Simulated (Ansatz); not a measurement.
# SiH2BrOF3: nudged elastic band

- system: SiH2BrOF3
- method: RKS B3LYP-D4/def2-SVP (Ansatz 0.2.0)

It belongs to a series of runs on one base structure; here: band between the two ends. Figures and captions count atoms from 1; the log counts them from 0 in places.

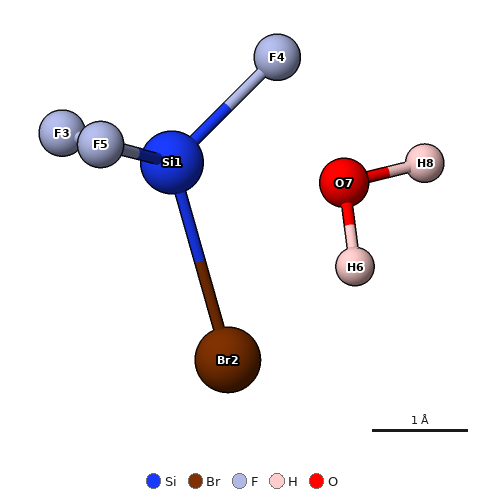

The structure as given in the input (ball-and-stick view, seen at a tilt; atoms are numbered from 1 in the order of the input).

Key numbers

```csv
quantity,value
outcome,converged
"barrier, forward",0.760 eV
"barrier, backward",0.987 eV
hardware,"2 threads of INTEL XEON PLATINUM @ 2.30GHz (Emerald Rapids), 24 GiB of memory available, shared host"
wall time,4.1 min (CPU time 7.8 min)
peak memory,0.32 GiB
```

Remarks

The order of the saddle point was not checked.

The input
```yaml
crystal:
  periodic: [false, false, false]
  atoms:
    - { symbol: Si, position_ang: [-0.38791, -0.573459, -0.707506] }
    - { symbol: Br, position_ang: [1.637386, -1.337873, -0.272223] }
    - { symbol: F, position_ang: [-0.864496, -1.470574, -1.957267] }
    - { symbol: F, position_ang: [-0.429229, 0.914013, -1.313954] }
    - { symbol: F, position_ang: [-1.482561, -0.899492, 0.412151] }
    - { symbol: H, position_ang: [0.721179, 0.629599, 1.865015] }
    - { symbol: O, position_ang: [0.156866, 0.992516, 1.166558] }
    - { symbol: H, position_ang: [0.648765, 1.74517, 0.807128] }
basis:
  gaussian: { orbitals: def2-SVP }
hamiltonian:
  xc: b3lyp
  dispersion: d4
neb:
  order_check: false
  images: 7
  f_tol: 0.05
  max_iterations: 60
  final_atoms:
    - { symbol: Si, position_ang: [-0.99132191, 0.05809214, -0.55908672] }
    - { symbol: Br, position_ang: [3.10301592, -1.10530964, 0.95710855] }
    - { symbol: F, position_ang: [-0.49357883, -1.32167548, -1.17407971] }
    - { symbol: F, position_ang: [-1.10827486, 1.15099852, -1.71817451] }
    - { symbol: F, position_ang: [-2.44966492, -0.13372929, 0.06328536] }
    - { symbol: H, position_ang: [1.81947748, -0.47728373, 0.81225763] }
    - { symbol: O, position_ang: [0.10022267, 0.49443693, 0.57477658] }
    - { symbol: H, position_ang: [0.02012447, 1.33437054, 1.04381482] }
  initial_path:
    images:
      - { positions_ang: [[-0.38791, -0.573459, -0.707506], [1.637386, -1.337873, -0.272223], [-0.864496, -1.470574, -1.957267], [-0.429229, 0.914013, -1.313954], [-1.482561, -0.899492, 0.412151], [0.721179, 0.629599, 1.865015], [0.156866, 0.992516, 1.166558], [0.648765, 1.74517, 0.807128]] }
      - { positions_ang: [[-0.41881511, -0.51118086, -0.66877077], [1.75597127, -1.23227266, -0.28500039], [-0.84129945, -1.55043554, -1.73753856], [-0.37163981, 0.88248215, -1.39226841], [-1.60791601, -0.66379591, 0.28594707], [0.87958756, 0.5400839, 1.66965907], [0.14649336, 0.86981561, 1.18294739], [0.45761818, 1.6652033, 0.94492659]] }
      - { positions_ang: [[-0.44972021, -0.44890272, -0.63003554], [1.87455655, -1.12667232, -0.29777777], [-0.8181029, -1.63029709, -1.51781011], [-0.31405062, 0.85095131, -1.47058282], [-1.73327101, -0.42809981, 0.15974314], [1.03799612, 0.45056881, 1.47430314], [0.13612072, 0.74711523, 1.19933677], [0.26647135, 1.5852366, 1.08272518]] }
      - { positions_ang: [[-0.48062532, -0.38662458, -0.5913003], [1.99314182, -1.02107198, -0.31055516], [-0.79490635, -1.71015863, -1.29808167], [-0.25646142, 0.81942046, -1.54889722], [-1.85862602, -0.19240372, 0.03353921], [1.19640468, 0.36105371, 1.27894721], [0.12574808, 0.62441484, 1.21572616], [0.07532453, 1.50526989, 1.22052377]] }
      - { positions_ang: [[-0.51153043, -0.32434644, -0.55256507], [2.11172709, -0.91547164, -0.32333254], [-0.77170979, -1.79002017, -1.07835323], [-0.19887223, 0.78788961, -1.62721163], [-1.98398103, 0.04329237, -0.09266472], [1.35481324, 0.27153862, 1.08359128], [0.11537544, 0.50171446, 1.23211555], [-0.1158223, 1.42530319, 1.35832236]] }
      - { positions_ang: [[-0.6314783, -0.2287368, -0.55419548], [2.3595493, -0.96293114, -0.00322227], [-0.70217705, -1.672934, -1.10228485], [-0.42622289, 0.87866684, -1.64995235], [-2.100402, -0.00096304, -0.0536772], [1.4709793, 0.08433303, 1.01575787], [0.11158725, 0.49989508, 1.06778081], [-0.0818356, 1.40257003, 1.27969548]] }
      - { positions_ang: [[-0.75142617, -0.13312715, -0.5558259], [2.60737151, -1.01039064, 0.316888], [-0.63264431, -1.55584783, -1.12621647], [-0.65357355, 0.96944407, -1.67269307], [-2.21682298, -0.04521846, -0.01468968], [1.58714536, -0.10287255, 0.94792445], [0.10779905, 0.49807569, 0.90344607], [-0.04784891, 1.37983687, 1.20106859]] }
      - { positions_ang: [[-0.87137404, -0.0375175, -0.55745631], [2.85519371, -1.05785014, 0.63699828], [-0.56311157, -1.43876165, -1.15014809], [-0.88092421, 1.0602213, -1.69543379], [-2.33324395, -0.08947387, 0.02429784], [1.70331142, -0.29007814, 0.88009104], [0.10401086, 0.49625631, 0.73911133], [-0.01386222, 1.35710371, 1.1224417]] }
      - { positions_ang: [[-0.99132191, 0.05809214, -0.55908672], [3.10301592, -1.10530964, 0.95710855], [-0.49357883, -1.32167548, -1.17407971], [-1.10827486, 1.15099852, -1.71817451], [-2.44966492, -0.13372929, 0.06328536], [1.81947748, -0.47728373, 0.81225763], [0.10022267, 0.49443693, 0.57477658], [0.02012447, 1.33437054, 1.04381482]] }
```

Run as:
```bash
ansatz run input.yaml --threads 2 --pin off --max-ram 3072MiB --backend cpu --events-out ev --progress --plain --runs-dir out
```

Output
```
Engine: ansatz 0.2.0, x86_64-unknown-linux-gnu
Functional definition: B3LYP
  parameter a0 = 0.2
  parameter ax = 0.72
  parameter ac = 0.81
  exchange = (1 - a0 - ax)*slater_x + ax*b88_x + a0*exact_x
  correlation = (1 - ac)*vwn_rpa_c + ac*lyp_c
1163 factors; integrals over basis functions are off by at most 4.3e-4 eV
mean field evaluation 1: about -88135.3343 eV, gradient 6.7e1 eV
mean field evaluation 2: about -88125.6224 eV, gradient 1.0e2 eV
mean field evaluation 4: about -88142.4515 eV, gradient 1.9e0 eV
mean field evaluation 8: about -88142.4674 eV, gradient 1.9e-1 eV
mean field evaluation 16: about -88142.4675 eV, gradient 1.7e-5 eV
mean field -88142.46750042 eV, -3239.1759355301 hartree, gradient 1.7e-5 eV, S^2 0.000000; 0 other end points of the search recorded, 0 dependent functions left out
the calculation of the forces begins
reference -88142.46772425 eV, -3239.1759437556 hartree; 43, 43 occupied and 73, 73 virtual orbitals, 1163 factors
1167 factors; integrals over basis functions are off by at most 6.5e-4 eV
mean field evaluation 32: about -88142.7755 eV, gradient 1.6e-5 eV
mean field -88142.77551215 eV, -3239.1872547526 hartree, gradient 1.6e-5 eV, S^2 0.000000; 0 other end points of the search recorded, 0 dependent functions left out
[... from here on the field's lines of each further geometry are left out, up to the last ...]
NEB iter   1: max|band force component| = 8.590e0 eV/Å  barrier→ = 1.5894 eV  barrier← = 1.8159 eV  Δτ_max = 0.2000 Å  (234 SCF iters)
NEB iter   2: max|band force component| = 2.586e0 eV/Å  barrier→ = 1.0892 eV  barrier← = 1.3158 eV  Δτ_max = 0.2000 Å  (194 SCF iters)
NEB iter   3: max|band force component| = 1.414e0 eV/Å  barrier→ = 0.9053 eV  barrier← = 1.1318 eV  Δτ_max = 0.1889 Å  (194 SCF iters)
NEB iter   4: max|band force component| = 1.279e0 eV/Å  barrier→ = 0.8231 eV  barrier← = 1.0497 eV  Δτ_max = 0.2000 Å  (188 SCF iters)
NEB iter   5: max|band force component| = 1.007e0 eV/Å  barrier→ = 0.8416 eV  barrier← = 1.0681 eV  Δτ_max = 0.1140 Å  (178 SCF iters)
NEB iter   6: max|band force component| = 1.032e0 eV/Å  barrier→ = 0.7473 eV  barrier← = 0.9739 eV  Δτ_max = 0.0583 Å  (180 SCF iters)
NEB iter   7: max|band force component| = 6.907e-1 eV/Å  barrier→ = 0.7139 eV  barrier← = 0.9405 eV  Δτ_max = 0.0579 Å  (174 SCF iters)
NEB iter   8: max|band force component| = 4.405e-1 eV/Å  barrier→ = 0.6447 eV  barrier← = 0.8713 eV  CI = image 4  Δτ_max = 0.1173 Å  (178 SCF iters)
NEB iter   9: max|band force component| = 3.349e-1 eV/Å  barrier→ = 0.6892 eV  barrier← = 0.9157 eV  CI = image 4  Δτ_max = 0.1168 Å  (180 SCF iters)
NEB iter  10: max|band force component| = 5.009e-1 eV/Å  barrier→ = 0.7136 eV  barrier← = 0.9402 eV  CI = image 4  Δτ_max = 0.0583 Å  (179 SCF iters)
NEB iter  11: max|band force component| = 2.793e-1 eV/Å  barrier→ = 0.7419 eV  barrier← = 0.9684 eV  CI = image 4  Δτ_max = 0.0579 Å  (172 SCF iters)
NEB iter  12: max|band force component| = 2.745e-1 eV/Å  barrier→ = 0.7611 eV  barrier← = 0.9876 eV  CI = image 4  Δτ_max = 0.1182 Å  (173 SCF iters)
NEB iter  13: max|band force component| = 3.500e-1 eV/Å  barrier→ = 0.8261 eV  barrier← = 1.0526 eV  CI = image 4  Δτ_max = 0.0576 Å  (182 SCF iters)
NEB iter  14: max|band force component| = 2.289e-1 eV/Å  barrier→ = 0.7921 eV  barrier← = 1.0187 eV  CI = image 4  Δτ_max = 0.0575 Å  (168 SCF iters)
NEB iter  15: max|band force component| = 1.483e-1 eV/Å  barrier→ = 0.7755 eV  barrier← = 1.0021 eV  CI = image 4  Δτ_max = 0.0479 Å  (173 SCF iters)
NEB iter  16: max|band force component| = 1.397e-1 eV/Å  barrier→ = 0.7685 eV  barrier← = 0.9950 eV  CI = image 4  Δτ_max = 0.0241 Å  (170 SCF iters)
NEB iter  17: max|band force component| = 1.184e-1 eV/Å  barrier→ = 0.7669 eV  barrier← = 0.9935 eV  CI = image 4  Δτ_max = 0.0241 Å  (166 SCF iters)
NEB iter  18: max|band force component| = 7.971e-2 eV/Å  barrier→ = 0.7661 eV  barrier← = 0.9927 eV  CI = image 4  Δτ_max = 0.0241 Å  (161 SCF iters)
NEB iter  19: max|band force component| = 6.642e-2 eV/Å  barrier→ = 0.7632 eV  barrier← = 0.9897 eV  CI = image 4  Δτ_max = 0.0243 Å  (161 SCF iters)
NEB iter  20: max|band force component| = 7.510e-2 eV/Å  barrier→ = 0.7620 eV  barrier← = 0.9886 eV  CI = image 4  Δτ_max = 0.0120 Å  (166 SCF iters)
NEB iter  21: max|band force component| = 4.466e-2 eV/Å  barrier→ = 0.7617 eV  barrier← = 0.9883 eV  CI = image 4  Δτ_max = 0.0120 Å  (155 SCF iters)
NEB iter  22: max|band force component| = 3.931e-2 eV/Å  barrier→ = 0.7612 eV  barrier← = 0.9878 eV  CI = image 4  Δτ_max = 0.0241 Å  (25 SCF iters)
the calculation of the forces begins
reference -88142.76400135 eV, -3239.1868317383 hartree; 43, 43 occupied and 73, 73 virtual orbitals, 1167 factors
1163 factors; integrals over basis functions are off by at most 1.0e-3 eV
mean field -88141.72363457 eV, -3239.1485989644 hartree, gradient 5.8e-5 eV, S^2 0.000000; 1 other end points of the search recorded, 0 dependent functions left out
the calculation of the forces begins
reference -88141.72385576 eV, -3239.1486070930 hartree; 43, 43 occupied and 73, 73 virtual orbitals, 1163 factors
NEB iter  23: max|band force component| = 4.382e-2 eV/Å  barrier→ = 0.7604 eV  barrier← = 0.9869 eV  CI = image 4  Δτ_max = 0.0000 Å  (211 SCF iters)
```

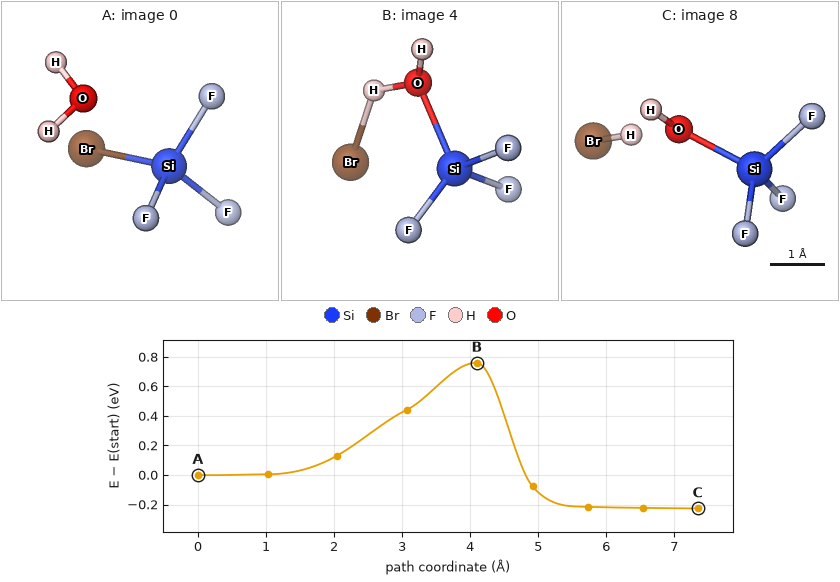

Images of the last band (counted from 0; ball-and-stick, seen at a tilt) above the energy along the path; the line is a cubic interpolation that uses the forces. The highest image is number 4, 0.760 eV above the start and 0.987 eV above the end (the climbing image); the end lies 0.227 eV below the start. The path is 7.34 Å long. The band converged in 23 iterations.

```
Total energy: -88142.04914122 eV, -3239.1605611129 hartree
Atom 0 at    -0.479193    -0.180481    -0.506741 Å, force     0.016945     0.015411     0.022447 eV/Å
Atom 1 at     2.189828    -0.710054    -0.350326 Å, force    -0.006774     0.001563     0.000196 eV/Å
Atom 2 at    -0.715411    -1.749859    -0.655727 Å, force     0.004275    -0.005399    -0.003112 eV/Å
Atom 3 at    -0.134694     0.669775    -1.813206 Å, force    -0.000559    -0.008351    -0.009927 eV/Å
Atom 4 at    -1.971207     0.354221    -0.171354 Å, force    -0.008960     0.006130    -0.000514 eV/Å
Atom 5 at     1.259368     0.165215     0.898047 Å, force     0.017997    -0.012124    -0.008759 eV/Å
Atom 6 at     0.152164     0.389286     1.029249 Å, force    -0.014210     0.013395    -0.004259 eV/Å
Atom 7 at    -0.300855     1.061796     1.569960 Å, force    -0.008715    -0.010626     0.003929 eV/Å
Dipole moment:    -0.216046     0.511149     0.707520 e Å
this run last wrote the band of iteration 23 to [file]; this run last wrote the band within `neb.f_tol` of iteration 22 to [file]
```

The last band as extended XYZ (Å, eV, eV/Å)
```
8
Properties=species:S:1:pos:R:3:forces:R:3 image=0 energy=-88142.80929
Si   -0.3879   -0.5735   -0.7075    0.0008   0.0133  -0.0079
Br    1.6374   -1.3379   -0.2722    0.0001  -0.0004  -0.0029
F    -0.8645   -1.4706   -1.9573    0.0010  -0.0020   0.0015
F    -0.4292    0.9140   -1.3140    0.0026  -0.0108   0.0056
F    -1.4826   -0.8995    0.4122   -0.0033  -0.0025   0.0032
H     0.7212    0.6296    1.8650   -0.0222   0.0128  -0.0269
O     0.1569    0.9925    1.1666    0.0273   0.0027   0.0200
H     0.6488    1.7452    0.8071   -0.0063  -0.0130   0.0073
8
Properties=species:S:1:pos:R:3:forces:R:3 image=1 energy=-88142.80467
Si   -0.3745   -0.6102   -0.7046   -0.0005  -0.0001   0.0001
Br    1.5280   -1.5728   -0.1570   -0.0001  -0.0003   0.0009
F    -0.8561   -1.4275   -2.0048   -0.0007   0.0006  -0.0014
F    -0.2399    0.8956   -1.2544   -0.0001  -0.0002  -0.0003
F    -1.5800   -0.7934    0.3279    0.0012  -0.0009   0.0004
H     1.2112    0.8725    1.4708    0.0002   0.0000   0.0004
O     0.2562    0.8689    1.3120   -0.0001   0.0003   0.0004
H     0.0551    1.7668    1.0101    0.0001   0.0007  -0.0005
8
Properties=species:S:1:pos:R:3:forces:R:3 image=2 energy=-88142.67809
Si   -0.3183   -0.4809   -0.6096   -0.0050  -0.0391  -0.0123
Br    1.6578   -1.4657   -0.2118   -0.0730  -0.1053   0.0611
F    -0.8757   -1.5825   -1.6523   -0.0052   0.0554  -0.1523
F    -0.1090    0.8470   -1.4975   -0.0019   0.0222   0.0630
F    -1.6649   -0.3298    0.2788    0.0332  -0.1382   0.0753
H     1.2462    0.9257    1.1850    0.0117   0.1109  -0.0135
O     0.3139    0.6778    1.1065    0.0254   0.0397   0.0125
H    -0.2500    1.4082    1.4009    0.0148   0.0544  -0.0339
8
Properties=species:S:1:pos:R:3:forces:R:3 image=3 energy=-88142.36758
Si   -0.3167   -0.3527   -0.5680    0.0375  -0.0414  -0.0166
Br    1.8942   -1.0908   -0.4293   -0.0771  -0.0849  -0.0174
F    -0.8298   -1.7786   -1.1294   -0.0212  -0.0032  -0.1061
F    -0.1297    0.7648   -1.7116   -0.0077   0.0142   0.0153
F    -1.7721    0.0882    0.0483    0.0549  -0.0699   0.0536
H     1.2071    0.5944    1.2187   -0.0145   0.1133   0.0794
O     0.2451    0.5516    1.0637    0.0298   0.0381   0.0026
H    -0.2982    1.2228    1.5076   -0.0018   0.0338  -0.0108
8
Properties=species:S:1:pos:R:3:forces:R:3 image=4 energy=-88142.04892
Si   -0.4792   -0.1805   -0.5067    0.0169   0.0154   0.0224
Br    2.1898   -0.7101   -0.3503   -0.0068   0.0016   0.0002
F    -0.7154   -1.7499   -0.6557    0.0043  -0.0054  -0.0031
F    -0.1347    0.6698   -1.8132   -0.0006  -0.0084  -0.0099
F    -1.9712    0.3542   -0.1714   -0.0090   0.0061  -0.0005
H     1.2594    0.1652    0.8980    0.0180  -0.0121  -0.0088
O     0.1522    0.3893    1.0292   -0.0142   0.0134  -0.0043
H    -0.3009    1.0618    1.5700   -0.0087  -0.0106   0.0039
8
Properties=species:S:1:pos:R:3:forces:R:3 image=5 energy=-88142.88710
Si   -0.7377   -0.0758   -0.4177   -0.1767   0.1011   0.0807
Br    2.5673   -0.7149   -0.2100    0.2834  -0.0054   0.0970
F    -0.6739   -1.6529   -0.6148    0.0224   0.0710   0.0482
F    -0.1405    0.6572   -1.7016   -0.0235  -0.0297   0.0771
F    -2.2677    0.3644   -0.2839   -0.2329   0.0305  -0.0850
H     1.6781   -0.0428    0.7228    0.3509  -0.1715  -0.1500
O    -0.0090    0.3830    0.9885   -0.1385   0.0104  -0.0517
H    -0.4166    1.0818    1.5167   -0.0851  -0.0065  -0.0163
8
Properties=species:S:1:pos:R:3:forces:R:3 image=6 energy=-88143.02541
Si   -0.9164   -0.0268   -0.4484   -0.0115   0.0032  -0.0079
Br    3.0284   -0.7447    0.1254    0.0102  -0.0011   0.0057
F    -0.7275   -1.5850   -0.7035   -0.0015  -0.0001  -0.0017
F    -0.3889    0.7803   -1.7202   -0.0041   0.0021   0.0005
F    -2.4705    0.3101   -0.2823   -0.0026  -0.0042   0.0010
H     1.8278   -0.2877    0.7654    0.0033  -0.0042   0.0006
O    -0.0904    0.3568    0.9100    0.0029   0.0028   0.0043
H    -0.2627    1.1970    1.3536    0.0031   0.0016  -0.0027
8
Properties=species:S:1:pos:R:3:forces:R:3 image=7 energy=-88143.03224
Si   -0.9708    0.0206   -0.5061   -0.0005   0.0013   0.0002
Br    3.1291   -0.9056    0.5518    0.0009  -0.0012   0.0031
F    -0.6032   -1.4673   -0.9301    0.0003   0.0005  -0.0021
F    -0.7307    1.0042   -1.7412   -0.0026   0.0010  -0.0008
F    -2.5213    0.1004   -0.1300   -0.0005  -0.0019   0.0019
H     1.7985   -0.4323    0.8108    0.0002  -0.0007   0.0001
O    -0.0220    0.4033    0.7684    0.0016   0.0002  -0.0007
H    -0.0794    1.2766    1.1762    0.0005   0.0009  -0.0016
8
Properties=species:S:1:pos:R:3:forces:R:3 image=8 energy=-88143.03584
Si   -0.9913    0.0581   -0.5591    0.0022  -0.0037  -0.0025
Br    3.1030   -1.1053    0.9571   -0.0032   0.0013   0.0003
F    -0.4936   -1.3217   -1.1741    0.0000   0.0004  -0.0004
F    -1.1083    1.1510   -1.7182   -0.0014   0.0007   0.0007
F    -2.4497   -0.1337    0.0633    0.0003   0.0012   0.0016
H     1.8195   -0.4773    0.8123    0.0006  -0.0007   0.0003
O     0.1002    0.4944    0.5748    0.0015   0.0023  -0.0004
H     0.0201    1.3344    1.0438   -0.0001  -0.0016   0.0004
```
